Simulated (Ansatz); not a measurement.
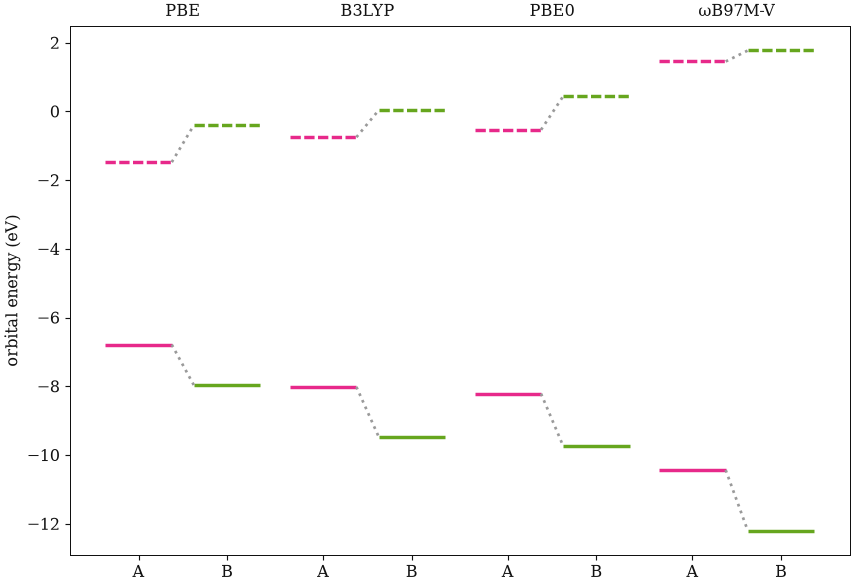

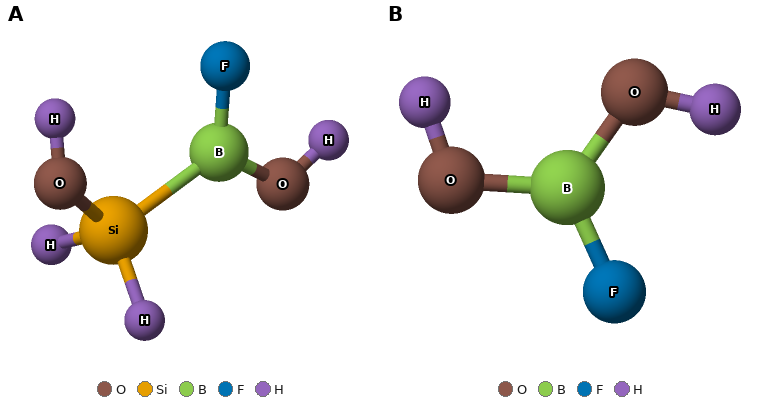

One change: A, BSiH₄O₂F (SMILES O[SiH2]B(O)F), becomes B, BH₂O₂F (SMILES OB(O)F). SiH₃O (bound through Si) on B is replaced by OH. HOMO (solid) and LUMO (dashed) computed in def2-TZVPP at PBE0-D4/def2-TZVP geometries, both minima by their frequencies, gas phase, the Ansatz code 0.2.0. Empty levels above zero depend strongly on the basis.

### What does the change do to HOMO and LUMO?

PBE: the HOMO falls by 1.18 eV, the LUMO rises by 1.08 eV, and the separation goes from 5.31 to 7.57 eV. B3LYP: the HOMO falls by 1.44 eV, the LUMO rises by 0.78 eV, and the separation goes from 7.27 to 9.49 eV. PBE0: the HOMO falls by 1.52 eV, the LUMO rises by 0.98 eV, and the separation goes from 7.68 to 10.18 eV. ωB97M-V: the HOMO falls by 1.77 eV, the LUMO rises by 0.32 eV, and the separation goes from 11.89 to 13.98 eV.

### Do the functionals agree on the effect?

They agree on the direction for both levels; the HOMO shift lies between −1.77 and −1.18 eV and the LUMO shift between 0.32 and 1.08 eV, while the separations themselves differ by up to 6.6 eV between functionals.

Caveats: one conformer of each flexible molecule.
